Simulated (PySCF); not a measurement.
## Electronic structure of HBr···CHNS (SMILES Br.N=C=S) in real space

Input file:

```
{"job": {"kind": "inter", "xc": "wB97M-D3(BJ)", "basis": "def2-TZVPD", "pairs": false}, "charge": 0, "multiplicity": 1, "parts": [{"atoms": "0-1", "charge": 0, "multiplicity": 1}, {"atoms": "2-5", "charge": 0, "multiplicity": 1}]}
Br     0.546157     0.079682     0.509879
H     -0.484871    -0.297263    -0.428275
N     -1.789264    -0.732217    -1.806220
C     -2.790112    -1.336826    -1.490177
S     -4.026892    -2.114208    -0.932022
H     -1.484719    -0.388140    -2.705853
```

Command:

```sh
OMP_NUM_THREADS=1 python cluster_run.py task.json out
```

Geometry: PBE0-D3(BJ)/def2-SVPD.

Computed with PySCF, wB97M-D3(BJ)/def2-TZVPD, SCF density, gas phase.

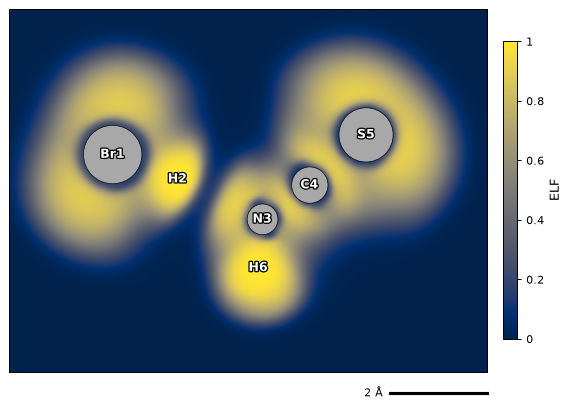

Figure 1. ELF on the molecular plane. Grey discs cover the atomic cores.

> What does the map show?

Atoms in the plane: Br, H, N, C and S. N3···H2 (1.95 Å): the ELF dips to about 0.15 between them. C–N (1.21 Å): the ELF peaks at about 0.90 between the atoms: a multiple bond. C–S (1.56 Å): the ELF peaks at about 0.90 between the atoms: a covalent bond. N–H (1.01 Å): the ELF climbs to about 1 towards the hydrogen, as it does in any bond to H: an ordinary covalent bond to hydrogen. Br–H (1.44 Å): the ELF climbs to about 1 towards the hydrogen. The ELF also peaks beside Br1 and S5, away from the bonds: lone-pair regions.

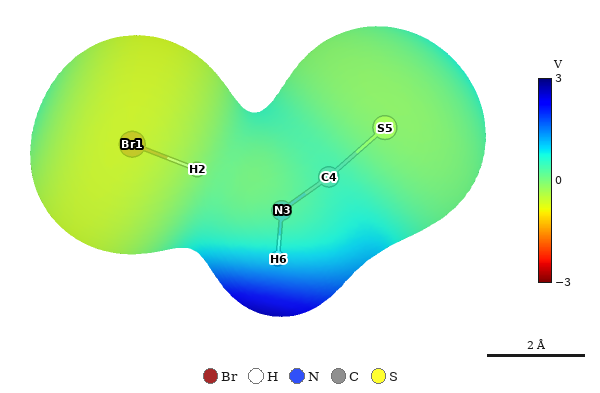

Figure 2. The molecular electrostatic potential painted on the density surface at 0.001 e/bohr³, seen across its widest extent; the colour scale runs from red (negative) to blue (positive).

> Where is the surface potential most negative and most positive?

The most negative region (about −0.6 V, or −14 kcal/mol for a unit charge) lies over Br1, the most positive (about +2.5 V, or +58 kcal/mol for a unit charge) over H6. Br1 shows a σ-hole: about +0.2 V at the tip opposite its bond, against about −0.6 V, or −14 kcal/mol for a unit charge on its flanks.
